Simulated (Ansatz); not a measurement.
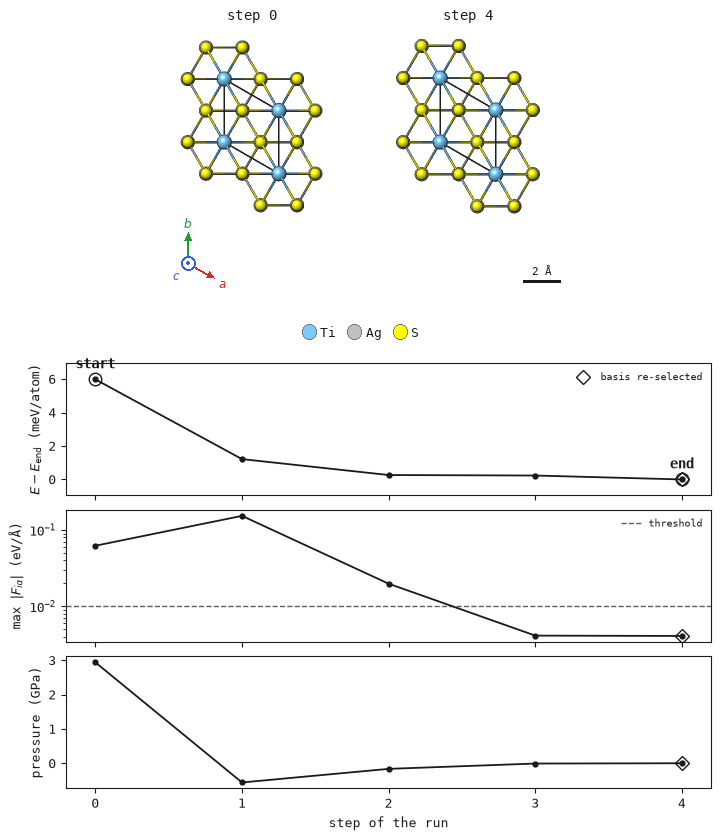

First and last geometry of a relaxation of crystalline TiAg₂S₃ (built on the CaSm2S3-164 type type), with the history of the run. A ball-and-stick model of the cell of the calculation, seen along the c axis.

Level of theory: DFT, r2SCAN+rVV10, plane waves, PAW in Ansatz. (plane-wave cutoff 500 eV; k-point mesh 12 × 12 × 2; occupations fermi dirac; smearing width 0.03 eV; no spin polarisation; cell and atoms relaxed; force threshold 0.01 eV/Å; at most 120 steps)

Did the run converge, and what did it change?

Answer. It converged. The largest moves relative to the cell, 0.019 Å, are those of S atoms. By element the largest moves are S 0.019 Å, Ag 0.016 Å. Ti stays in place. The volume changes by +3.6 %, with a = b 3.450 → 3.507 Å (+1.7 %), c 10.178 → 10.206 Å (+0.3 %). Among the contacts that change: Ag–S 2.868 → 2.921 Å, Ag–S 2.551 → 2.570 Å, S–Ti 2.453 → 2.471 Å. The space group stays P-3m1 (No. 164). After 3 accepted moves (4 points after the start) the energy has fallen by 6.0 meV per atom. Largest force component: 0.062 eV/Å at the start, 0.0041 eV/Å at the end. The pressure goes from 2.94 to 0.00 GPa. At 1 point the geometry stayed and the basis and grid were re-selected for the new cell (energy shift of 0.2 meV per atom at most each time). The run took 57 s on 2 threads of AMD EPYC 7R13 Processor (Zen 3) (shared host), peak memory 1 GiB.

```json
{"step": "0", "E − E(0), meV/atom": "0.00", "largest force component, eV/Å": "0.0623", "pressure, GPa": "2.94", "volume, Å³/atom": "17.485", "note": ""}
{"step": "1", "E − E(0), meV/atom": "-4.77", "largest force component, eV/Å": "0.1534", "pressure, GPa": "-0.56", "volume, Å³/atom": "18.316", "note": ""}
{"step": "2", "E − E(0), meV/atom": "-5.72", "largest force component, eV/Å": "0.0198", "pressure, GPa": "-0.16", "volume, Å³/atom": "18.151", "note": ""}
{"step": "3", "E − E(0), meV/atom": "-5.75", "largest force component, eV/Å": "0.0041", "pressure, GPa": "-0.01", "volume, Å³/atom": "18.123", "note": ""}
{"step": "4", "E − E(0), meV/atom": "-5.98", "largest force component, eV/Å": "0.0041", "pressure, GPa": "0.00", "volume, Å³/atom": "18.123", "note": "same geometry, new basis"}
```
